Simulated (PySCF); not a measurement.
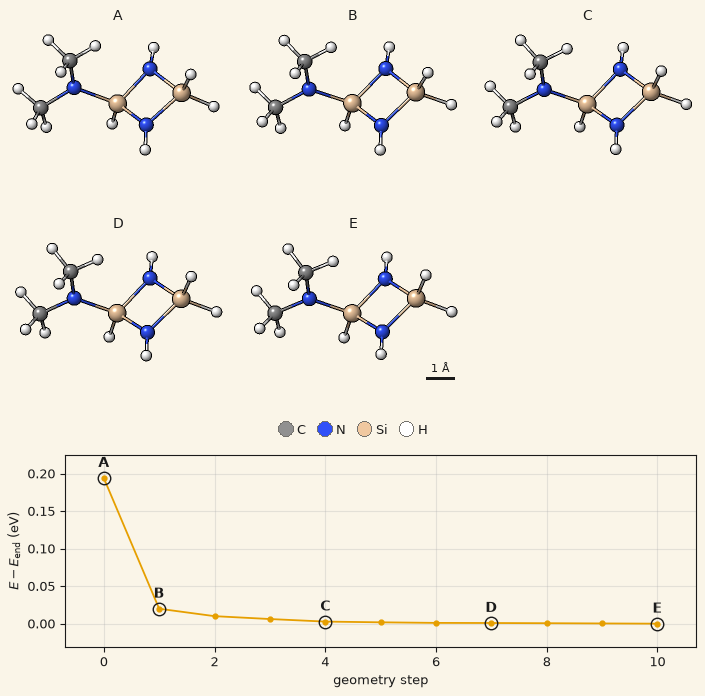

Frames of a relaxation of C$_{2}$H$_{11}$N$_{3}$Si$_{2}$, marked on the history of the run. The picture is a ball-and-stick view, seen at a tilt.

The start comes from GFN2-xTB. Its atoms were then displaced at random by about 0.01 Å.

These are results of PBE0-D3(BJ)/def2-SVP geometry optimisation, gas phase (PySCF 2.14.0, density-fitted response routines), not measurements. 

Q: Describe the path.

A: The energy falls by 0.194 eV in 10 geometry steps. The largest move after the best rigid fit is that of an H atom, 0.38 Å. By element the largest moves are H 0.38 Å, N 0.23 Å, C 0.23 Å, Si 0.11 Å. Among the contacts that change: H–Si 1.462 → 1.498 Å, N–Si 1.721 → 1.748 Å, C–N 1.416 → 1.440 Å, N–Si 1.741 → 1.721 Å. Bond angles that change, for instance: H–Si–H 113.6° → 106.5°, N–Si–N 111.7° → 115.6°, H–C–H 111.0° → 107.6°. Cost: 2.3 min on 1 thread of Arm Neoverse V1, on a shared host. From step 0 to 1: an H atom moves most (0.20 Å), energy −0.174 eV. From step 1 to 4: an H atom moves most (0.08 Å), energy −0.017 eV. From step 4 to 7: an H atom moves most (0.13 Å), energy −0.002 eV. From step 7 to 10: an H atom moves most (0.09 Å), energy −0.001 eV.
